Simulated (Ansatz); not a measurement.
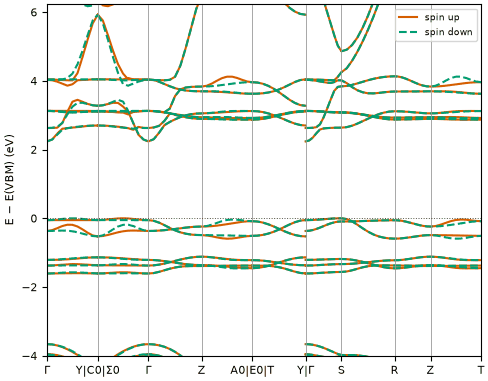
Band structure from DFT-PBE in the program Ansatz with PAW potentials

### Question
Read off the gap and where the band edges lie.

### Answer
About 2.2 eV (2.24 eV by a search for the band edges); maximum at S, minimum at Γ.

The material is MnF₂ (rutile, space group No. 136).

Space group P4_2/mnm (rutile). The PBE relaxation kept the symmetry of its start, as lowered by the spin order. Magnetic state: antiferromagnetic, chosen from 5 collinear starts compared on coarse meshes (ties went to the first, and starts can fall back to one state), not a proven ground state. No Hubbard U is applied. Point labels and valley counts follow the cell and symmetry of the run, lower than the named group.

Potentials: the later of the program's two PAW sets.
